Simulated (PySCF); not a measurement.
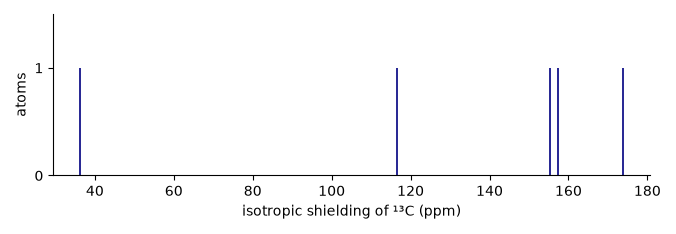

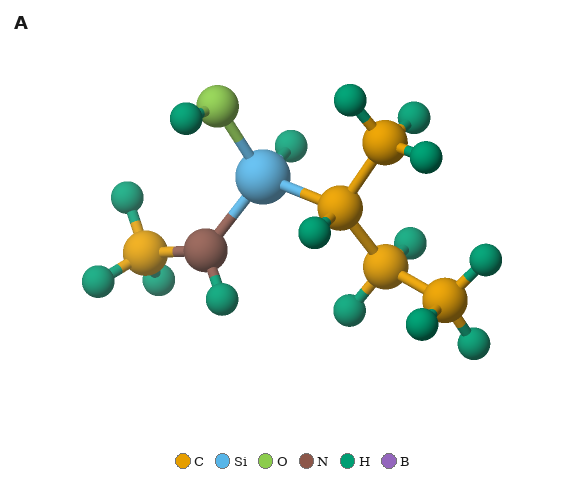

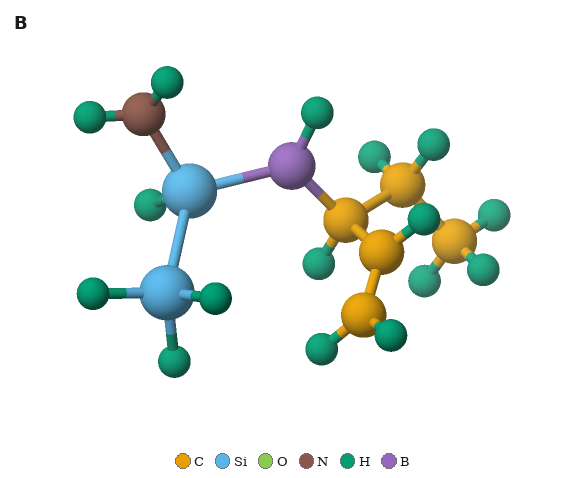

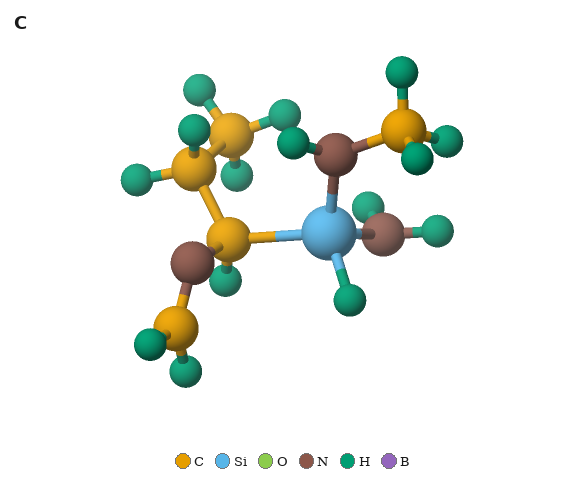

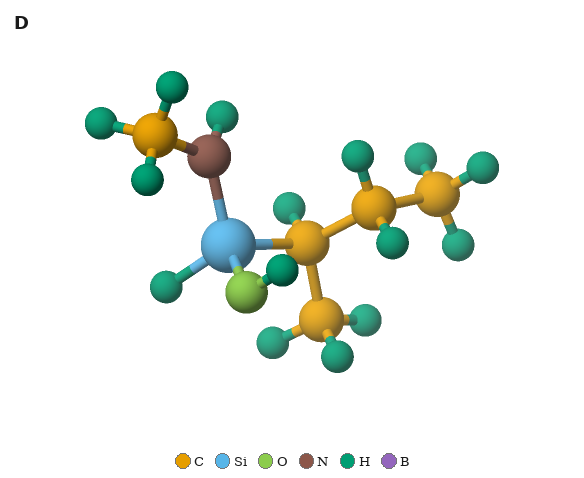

The sticks are computed shieldings of one of the molecules, for one fixed geometry (GFN2-xTB) without averaging over rotations. Low shielding means a high chemical shift. Method: GIAO PBE0/pcSseg-1 NMR shielding, non-relativistic, gas phase (PySCF 2.14.0).

Which molecule gives this pattern?

Answer. C, `C=N[C@@H](CC)[Si@@H](N)NC`. Its 5 C atoms give lines at 36.3, 116.5, 155.4, 157.5, 173.7 ppm.

The geometry is semi-empirical. Around B, Si such bond lengths and angles can be off by a tenth of an ångström or more and by several degrees, and values that hang on the shape move with them.
